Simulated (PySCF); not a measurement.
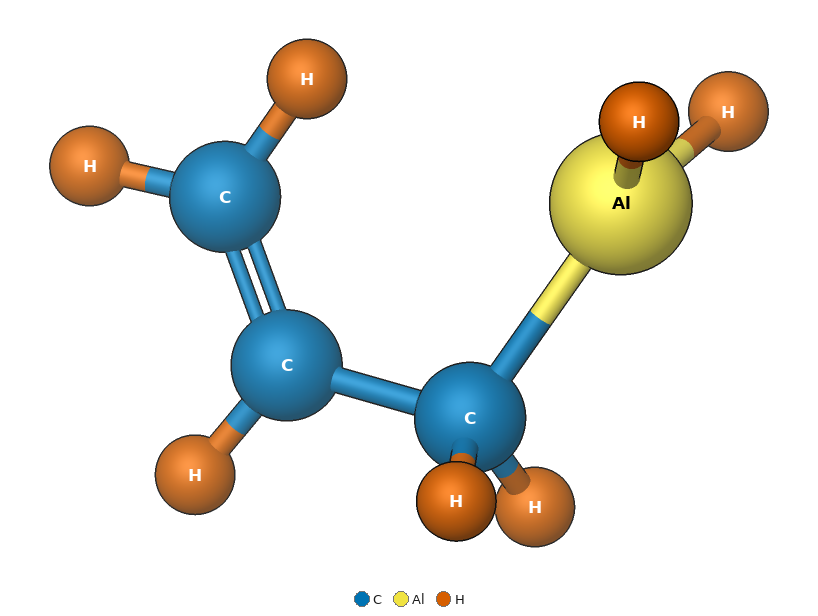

The computed structure is the end point of a PBE0-D3(BJ)/def2-SVP optimisation. No frequency run is at hand to confirm it as a minimum. Properties computed with PBE0/6-31+G*, gas phase (PySCF 2.14.0). Excitations: vertical, linear response.

Question: Give the HOMO–LUMO gap at this level.

Answer: 6.17 eV.

Question: Give the brightest of the 10 lowest singlets at this level.

Answer: 7.19 eV.

Question: What is the mean static polarisability?

Answer: 60.6 bohr³.

Question: What is the dipole moment?

Answer: 1.04 D.
